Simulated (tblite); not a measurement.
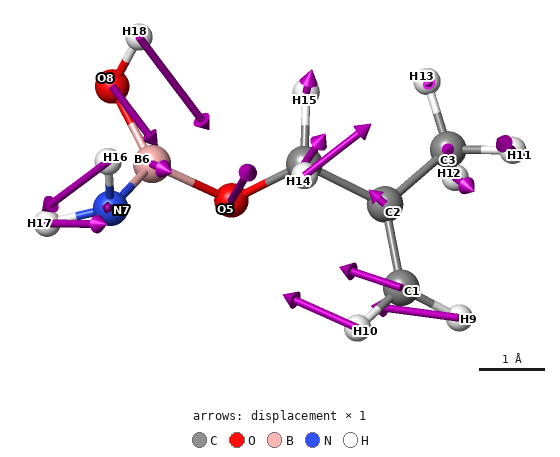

This is a relaxation of C4H10BNO2. The starting structure is drawn; purple arrows show the displacements, at their true length. The two geometries are superimposed by the best rigid fit.

Style: ball-and-stick. Shown at a tilt.

These are results of GFN2-xTB geometry optimisation, gas phase in tblite 0.8.0, not measurements. 

Describe the change and its energy.

Answer. The energy falls by 50.5 kcal/mol in 193 geometry steps. An H atom moves most after the best rigid fit: 2.20 Å. By element the largest moves are H 2.20 Å, O 1.76 Å, C 1.15 Å, B 0.52 Å, N 0.16 Å. Near-neighbour distances that change, for instance: B–N 1.528 → 1.403 Å, B–O 1.474 → 1.379 Å, B–O 1.459 → 1.369 Å, H–N 1.049 → 1.002 Å. Bond angles that change, for instance: B–N–H 106.4° → 122.5°, B–N–H 106.9° → 122.4°, C–O–B 109.4° → 122.9°. Groups turn about C–O by about 110°, B–O by about 95°, B–O by about 90°. The run took 3.6 s on 1 thread of Intel(R) Xeon(R) Processor @ 2.50GHz, with other jobs on the host.
